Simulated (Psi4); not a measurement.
# HSE06/6-31G(d) (spherical functions) run of AlSiNH6O (SMILES O[SiH2][NH][AlH2])

What is the energy change on altering one bond length of AlSiNH6O at HSE06/6-31G* (spherical functions)? 

The calculation is run with Psi4 1.11.

1 further run of the same task is left out (set aside as unsound or not needed).

### 1 Starting point

The species is AlSiNH6O (10 atoms), meant as a singlet with charge 0. SMILES: `O[SiH2][NH][AlH2]`. Geometry: relaxed at PBE0-D4/def2-TZVP. This is one conformer, not always the lowest.

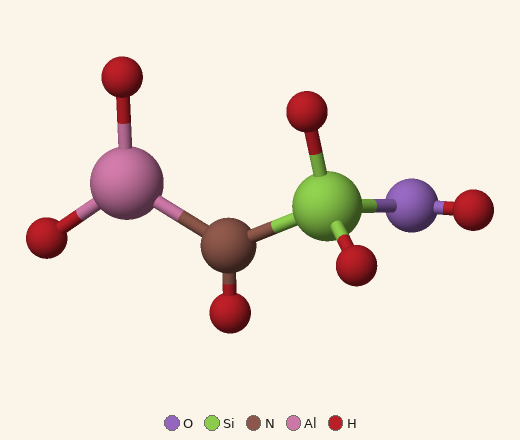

Viewed from a chosen angle; oxygen purple, silicon green, nitrogen brown, aluminium pink, hydrogen red.

### 2 Energy and forces at HSE06/6-31G(d) (spherical functions)

Input file run.py:

```python
import psi4

psi4.set_memory(2200000000)
psi4.set_num_threads(1)
psi4.core.set_output_file('output.dat', False)

molecule = psi4.geometry("""
0 1
O     -1.817400    -0.693800    -1.056500
Si    -0.576600     0.373900    -0.851600
N      0.693300    -0.382300     0.009600
Al     1.233300    -0.094800     1.686300
H     -2.399800    -0.547900    -1.803100
H     -1.000200     1.543800    -0.039500
H     -0.142800     0.831300    -2.203200
H      1.159400    -1.127800    -0.493000
H      0.508400     1.030600     2.525200
H      2.425400    -0.984200     2.228700
symmetry c1
""")

options = {'reference': 'rks', 'puream': True, 'e_convergence': 1e-09, 'd_convergence': 1e-08, 'scf_type': 'pk', 'dft_radial_points': 99, 'dft_spherical_points': 590}
psi4.set_options(options)

e = psi4.gradient("hse06/6-31G*", molecule=molecule)
print('gradient / Eh bohr^-1')
print(e.np.round(6))
```

The run is started by

```bash
$ python run.py
```

output.dat:

```text
[...]
  Running in c1 symmetry.
[...]
  Nuclear repulsion =  207.762866418243391
[...]
  Multiplicity = 1
[...]
  Nalpha       = 24
  Nbeta        = 24
[...]
    Number of basis functions: 76
[...]
   @RKS iter   1:  -664.77712962242163   -2.67465e-01   1.29321e-02 DIIS/ADIIS
[...]
   @RKS iter  11:  -665.19732669628092   -2.61480e-12   7.13296e-09 DIIS
[...]
    Orbital Energies [Eh]
    ---------------------
    Doubly Occupied:
       1A    -66.255809     2A    -56.135129     3A    -19.195598
       4A    -14.353398     5A     -5.327027     6A     -4.158679
       7A     -3.661356     8A     -3.660465     9A     -3.659596
      10A     -2.692264    11A     -2.685979    12A     -2.685029
      13A     -1.007473    14A     -0.833524    15A     -0.555610
      16A     -0.480326    17A     -0.450937    18A     -0.406531
      19A     -0.363539    20A     -0.345686    21A     -0.322715
      22A     -0.297512    23A     -0.292312    24A     -0.271859
[...]
  @RKS Final Energy:  -665.19732669628092
   => Energetics <=
    Nuclear Repulsion Energy =            207.7628664182433909
    One-Electron Energy =               -1334.2586367931405675
    Two-Electron Energy =                 505.2408318603029329
    DFT Exchange-Correlation Energy =     -43.9423881816867734
    Empirical Dispersion Energy =           0.0000000000000000
    VV10 Nonlocal Energy =                  0.0000000000000000
    Total Energy =                       -665.1973266962809248
[...]
 Multipole Moments:
 ------------------------------------------------------------------------------------
     Multipole            Electronic (a.u.)      Nuclear  (a.u.)        Total (a.u.)
 ------------------------------------------------------------------------------------
 L = 1.  Multiply by 2.5417464519 to convert [e a0] to [Debye]
 Dipole X            :          0.5759122           -0.5649356            0.0109766
 Dipole Y            :         -1.2585690            1.1974702           -0.0610988
 Dipole Z            :          1.0504679           -1.6518771           -0.6014091
 Magnitude           :                                                    0.6046044
[...]
  -Total Gradient:
     Atom            X                  Y                   Z
    ------   -----------------  -----------------  -----------------
       1        0.003556884804     0.007695162263    -0.003185985132
       2        0.001172024987    -0.007457554511     0.001697644840
       3       -0.002863772936     0.001651362371     0.000855458534
       4       -0.000792236605    -0.001002715181    -0.004272916397
       5        0.003213024316    -0.001130661876     0.004390758707
       6       -0.000874524000    -0.001168102853    -0.000613391327
       7       -0.001042809295    -0.000872800397     0.001299158085
       8       -0.001602342749     0.002464847446     0.001403991093
       9        0.000844819800    -0.001436280121    -0.001043442968
      10       -0.001615740898     0.001258163071    -0.000556875628
[...]
```

Standard output:

```text
gradient / Eh bohr^-1
[[ 0.003557  0.007695 -0.003186]
 [ 0.001172 -0.007458  0.001698]
 [-0.002864  0.001651  0.000855]
 [-0.000792 -0.001003 -0.004273]
 [ 0.003213 -0.001131  0.004391]
 [-0.000875 -0.001168 -0.000613]
 [-0.001043 -0.000873  0.001299]
 [-0.001602  0.002465  0.001404]
 [ 0.000845 -0.001436 -0.001043]
 [-0.001616  0.001258 -0.000557]]
```

Wall time 95 s (1 thread of Intel Xeon Platinum 8259CL at 2.50GHz (Skylake/Cascade Lake), shared host); peak memory 1.3 GiB.

### 3 The distorted shape, same level

Input file job.in:

```
memory 2.2 GB

molecule {
  0 1
  O     -1.957252    -0.470114    -0.905696
  Si    -0.716452     0.597586    -0.700796
  N      0.553448    -0.158614     0.160404
  Al     1.093448     0.128886     1.837104
  H     -2.539652    -0.324214    -1.652296
  H     -1.140052     1.767486     0.111304
  H     -0.282652     1.054986    -2.052396
  H      1.159400    -1.127800    -0.493000
  H      0.368548     1.254286     2.676004
  H      2.285548    -0.760514     2.379504
  symmetry c1
  no_reorient
  no_com
}

set {
  basis 6-31G*
  reference rks
  puream true
  e_convergence 1e-09
  d_convergence 1e-08
  scf_type pk
  dft_radial_points 99
  dft_spherical_points 590
}

E, wfn = gradient('hse06', return_wfn=True)
oeprop(wfn, 'MAYER_INDICES', 'QUADRUPOLE', 'LOWDIN_CHARGES', title='HSE06')
print_variables()
```

The run is started by

```bash
$ psi4 -n 1 job.in job.out
```

job.out, cut to the lines that bear on the results:

```text
[...]
  Running in c1 symmetry.
[...]
  Nuclear repulsion =  206.269179617026509
[...]
  Multiplicity = 1
[...]
  Nalpha       = 24
  Nbeta        = 24
[...]
    Number of basis functions: 76
[...]
   @RKS iter   1:  -664.70372842927145   -3.18682e-01   1.30838e-02 ADIIS/DIIS
[...]
   @RKS iter  12:  -665.15629382773250    1.70530e-12   1.99503e-09 DIIS
[...]
    Orbital Energies [Eh]
    ---------------------
    Doubly Occupied:
       1A    -66.255917     2A    -56.134876     3A    -19.194687
       4A    -14.376794     5A     -5.327009     6A     -4.158209
       7A     -3.661331     8A     -3.660484     9A     -3.659570
      10A     -2.691756    11A     -2.685613    12A     -2.684523
      13A     -1.006545    14A     -0.800304    15A     -0.548084
      16A     -0.466142    17A     -0.432312    18A     -0.400966
      19A     -0.360001    20A     -0.343857    21A     -0.320630
      22A     -0.295784    23A     -0.291390    24A     -0.268941
[...]
  @RKS Final Energy:  -665.15629382773250
   => Energetics <=
    Nuclear Repulsion Energy =            206.2691796170265093
    One-Electron Energy =               -1331.3877216808969024
    Two-Electron Energy =                 503.8275130637758252
    DFT Exchange-Correlation Energy =     -43.8652648276380788
    Empirical Dispersion Energy =           0.0000000000000000
    VV10 Nonlocal Energy =                  0.0000000000000000
    Total Energy =                       -665.1562938277326111
[...]
  -Total Gradient:
     Atom            X                  Y                   Z
    ------   -----------------  -----------------  -----------------
       1        0.004040956371     0.007066899762    -0.003224994016
       2       -0.000908783766    -0.002178824081     0.006819093262
       3       -0.050233167487     0.074988913739     0.049572146489
       4       -0.003743784921     0.002786671466    -0.002760112464
       5        0.003239128102    -0.001132562058     0.004404242397
       6       -0.001461222588    -0.000974976237    -0.001719815754
       7       -0.000530062093    -0.001412704378     0.001175047767
       8        0.049929845730    -0.078426365261    -0.052537427677
       9        0.001251215156    -0.001666298790    -0.000659183392
      10       -0.001580428599     0.000944609409    -0.001106137113
[...]
 Multipole Moments:
[...]
```

Wall time 96 s (1 thread of Intel Xeon Platinum 8259CL at 2.50GHz (Skylake/Cascade Lake), shared host); peak memory 1.3 GiB.

### 4 Outcome

Level: HSE06/6-31G* (spherical functions).

| quantity | value |
| --- | --- |
| first shape: total energy | -665.19733 Eh |
| first shape: dipole moment | 1.54 D |
| first shape: HOMO energy | -7.40 eV |
| first shape: LUMO energy | -1.15 eV |
| first shape: HOMO–LUMO gap | 6.25 eV |
| first shape: largest force on an atom | 0.466 eV/Å |
| distorted shape: total energy | -665.15629 Eh |
| distorted shape: dipole moment | 1.60 D |
| distorted shape: HOMO energy | -7.32 eV |
| distorted shape: LUMO energy | -1.12 eV |
| distorted shape: HOMO–LUMO gap | 6.20 eV |
| distorted shape: largest force on an atom | 5.491 eV/Å |
| energy change with the N3–H8 bond stretched from 1.013 to 1.317 Å | 1.117 eV |

What this shows: With the N3–H8 bond stretched from 1.013 to 1.317 Å the energy rises by 1.12 eV (108 kJ/mol). The first shape isn't relaxed at this level, so the change isn't measured from a minimum. The largest force (first shape) is 0.47 eV/Å: the shape isn't a stationary point for this species at this level.
